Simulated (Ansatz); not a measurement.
## Electronic structure of AlCl3H4Si in real space

The calculation's input:

```
crystal:
  periodic: [false, false, false]
  atoms:
    - {symbol: Al, position_ang: [-1.088665, -0.144367, -0.632718]}
    - {symbol: Cl, position_ang: [0.836337, 0.767407, -2.170745]}
    - {symbol: Cl, position_ang: [-1.504176, -1.910173, -1.695985]}
    - {symbol: Cl, position_ang: [-2.440608, 1.446059, -0.884733]}
    - {symbol: H, position_ang: [1.659793, 0.727919, -1.179145]}
    - {symbol: Si, position_ang: [0.356760, -0.222731, 1.333786]}
    - {symbol: H, position_ang: [1.727176, 0.229013, 0.911878]}
    - {symbol: H, position_ang: [-0.069022, 0.697016, 2.422398]}
    - {symbol: H, position_ang: [0.522404, -1.590043, 1.895264]}
basis:
  gaussian: {orbitals: def2-TZVPP}
hamiltonian: {xc: pbe0, dispersion: d4}
output: {orbitals: {seedname: orbitals}}
```

Command:

```sh
ansatz run in.yaml --threads 8 --pin off --events-out ev --progress --plain --max-ram 19148MiB
```

The product side of a reaction path; geometry: PBE0-D4/def2-TZVP.

All numbers below come from RKS PBE0-D4/def2-TZVPP (Ansatz).

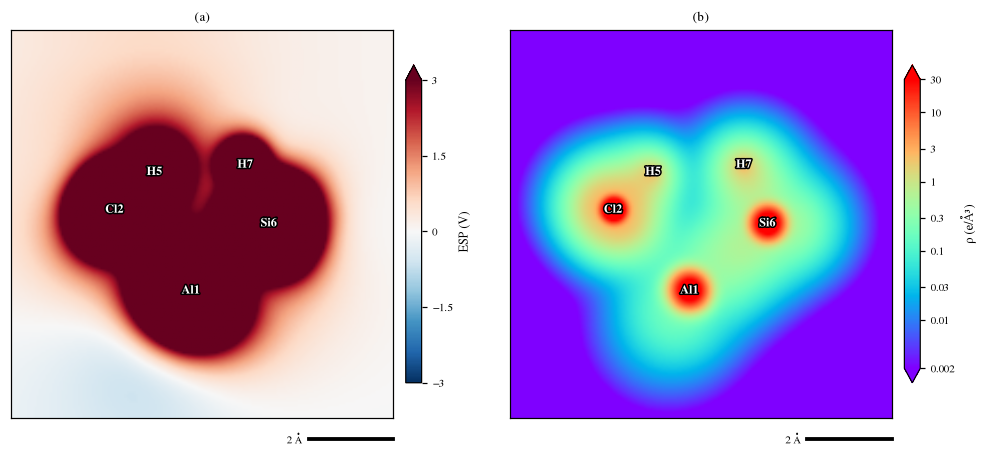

Figure 1. (a) electrostatic potential; (b) electron density on the plane of atoms Al1, Cl2 and H5.

**Describe what can be read from this map.**

The section cuts through Al, Cl, H and Si sites.
Al–Si (2.44 Å): the density is about 0.52 e/Å³ at the midpoint.
Cl–H (1.29 Å): the density is about 2 e/Å³ at the midpoint.
Si–H (1.50 Å): ρ at the midpoint is about 0.75 e/Å³.
Outside the dense part of the molecule the potential is most negative (−0.6 V) near Cl4, which lies off the plane.

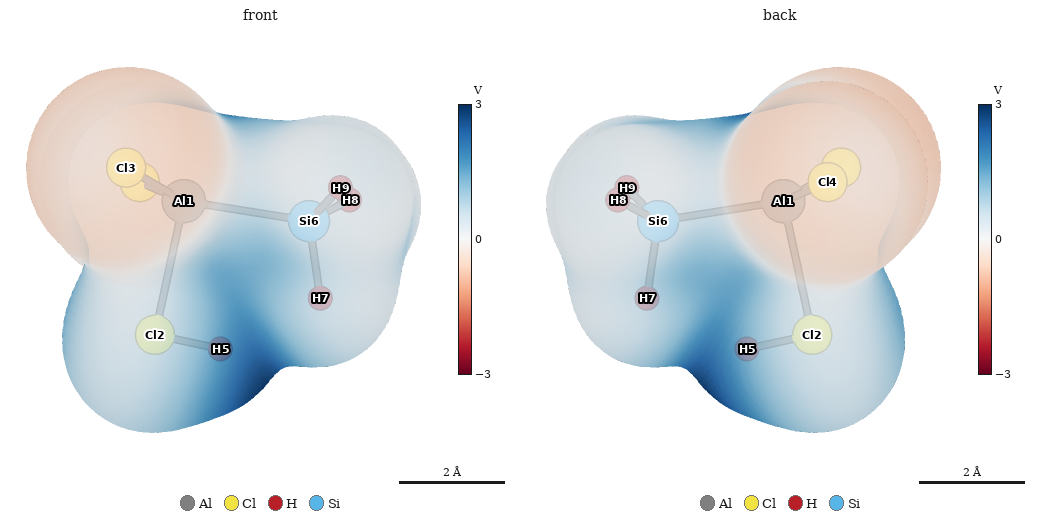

Figure 2. The electrostatic potential painted on the density surface at 0.002 e/bohr³, seen from the front and from behind; red is negative and blue positive.

**Which sites attract a positive test charge, and which a negative one?**

A positive charge is drawn to the negative regions and a negative charge to the positive ones. The most negative region (about −0.7 V, or −16 kcal/mol for a unit charge) lies over Cl3 and Cl4, the most positive (about +2.8 V, or +65 kcal/mol for a unit charge) over H5.

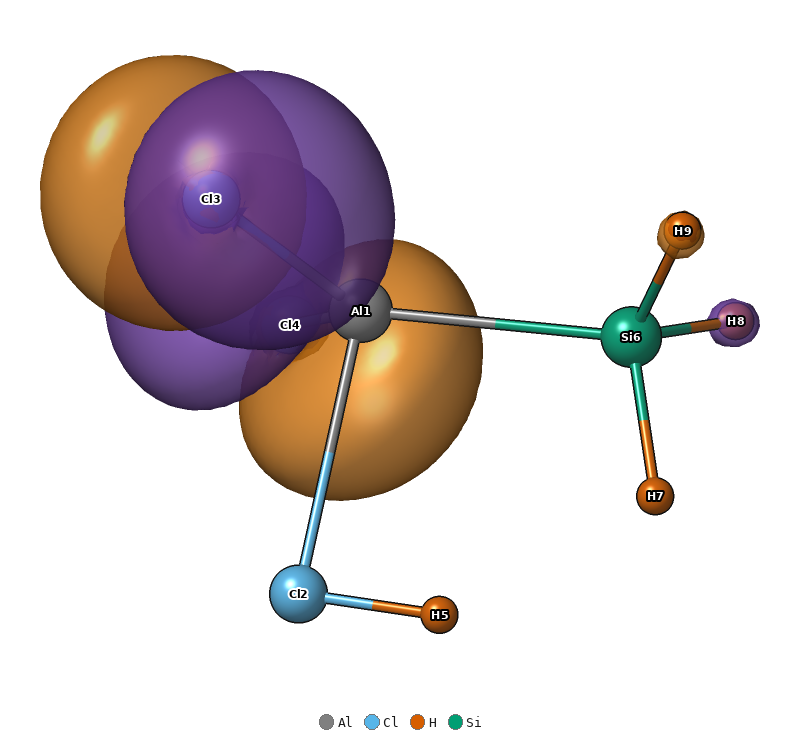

Figure 3. The HOMO−1 at ±0.08 Å⁻³ᐟ² (orange and purple are the two phases), seen at a tilt.

**Describe this orbital and give its energy.**

By Hirshfeld shares it lies mainly on Cl3 (about 45 %) and Cl4 (about 45 %); largely a combination of lone pairs on Cl3 and Cl4. Its energy is −8.90 eV.
